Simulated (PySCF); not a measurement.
```xyz
15

C    -2.8205    0.4992   -0.9526
S    -1.2233   -0.3546   -0.8036
C    -0.5044    0.6049    0.4830
C     0.6368    0.2948    1.0835
C     1.4685   -0.9003    0.7296
B     2.6340   -0.6060   -0.3165
Cl    2.7118    0.8750   -1.1747
Cl    3.8400   -1.7946   -0.6179
H    -3.3570    0.4354   -0.0105
H    -3.3763   -0.0117   -1.7318
H    -2.6539    1.5347   -1.2351
H    -1.0731    1.4830    0.7418
H     1.0251    0.9504    1.8492
H     0.8061   -1.6585    0.2943
H     1.8819   -1.3437    1.6394
```

Geometry: GFN2-xTB.

The calculation used PySCF 2.14.0, PBE0/pcSseg-1, SCF density, gas phase, non-relativistic.

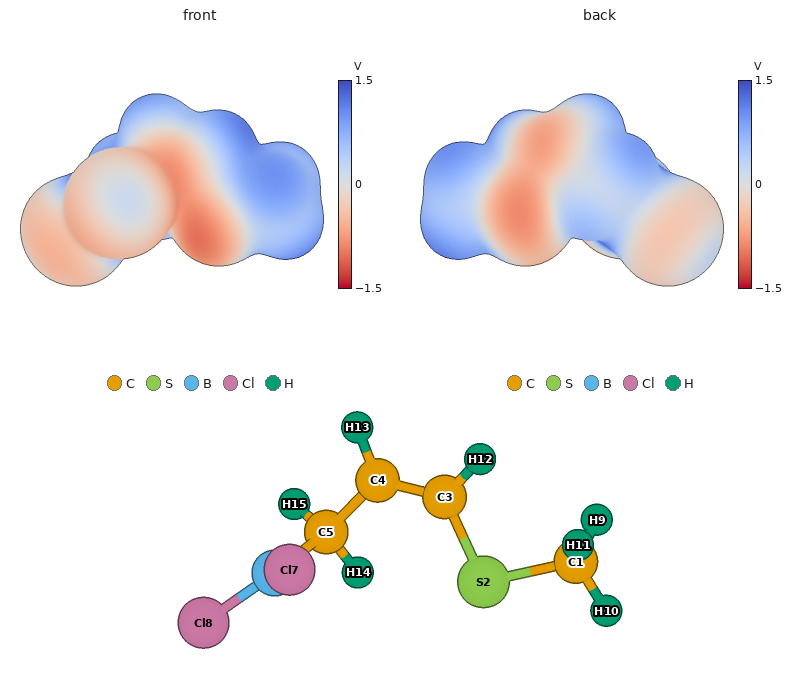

C4H7BCl2S (SMILES CS/C=C\CB(Cl)Cl). The electrostatic potential painted on the density surface at 0.002 e/bohr³, seen from the front and from behind; the colour scale runs from red (negative) to blue (positive). The bare structure is drawn below in the same view.

Describe the electrostatic potential map.

The most negative region (about −1.0 V, or −23 kcal/mol for a unit charge) lies over S2, the most positive (about +1.3 V, or +30 kcal/mol for a unit charge) over B6. Cl7 shows a σ-hole: about +0.2 V at the tip opposite its bond, against about −0.4 V, or −9 kcal/mol for a unit charge on its flanks. Cl8 shows a σ-hole: about +0.2 V at the tip opposite its bond, against about −0.3 V on its flanks.
